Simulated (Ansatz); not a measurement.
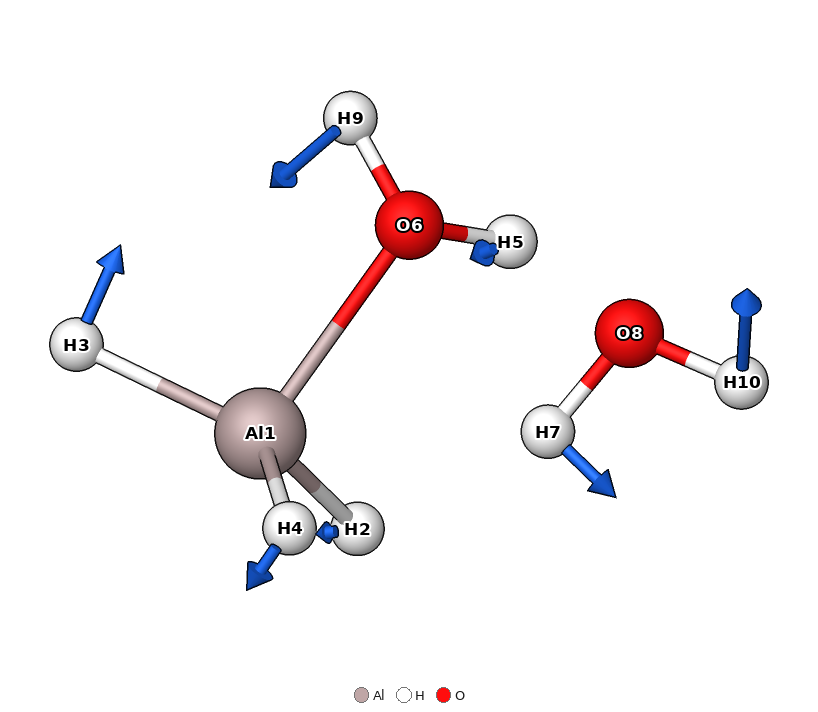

The arrows show one normal mode. Harmonic vibrations computed with RKS PBE0-D4/def2-TZVP (Ansatz 0.2.0) at a stationary point of the same level.

At what wavenumber does it lie?

Answer. 407 cm⁻¹; it is mode 6 of 24 counted from the lowest.
